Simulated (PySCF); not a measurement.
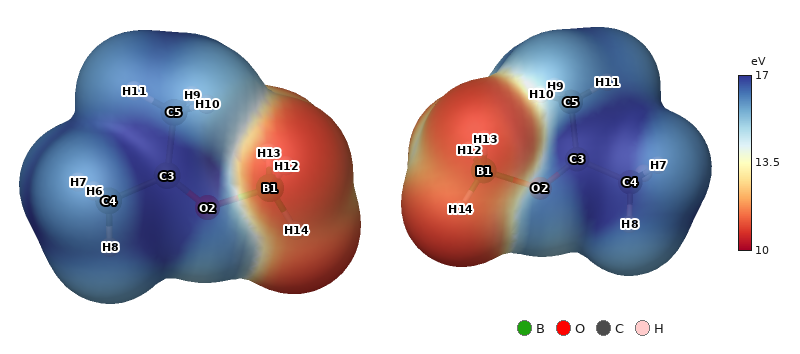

Figure 1: B(OCMe2)H3 (C3H9BO). Average local ionisation energy on the surface of electron density 0.001 a.u. (back view left, front view right).

Computed with PySCF, ωB97X/def2-SVP, geometry: GFN2-xTB. No frequency check shows the geometry to be a minimum.

Question: Locate the minima of the map.

Answer: The lowest value is 10.7 eV, 1.5 Å from H14. Further minima include 10.8 eV, 1.5 Å from H12, and at like points elsewhere; 15.6 eV, 1.3 Å from H8. For comparison, the highest occupied orbital lies at −9.9 eV.

The PySCF run took 15 s on 1 thread of Arm Neoverse V2 (shared host), peak memory 0.49 GiB.
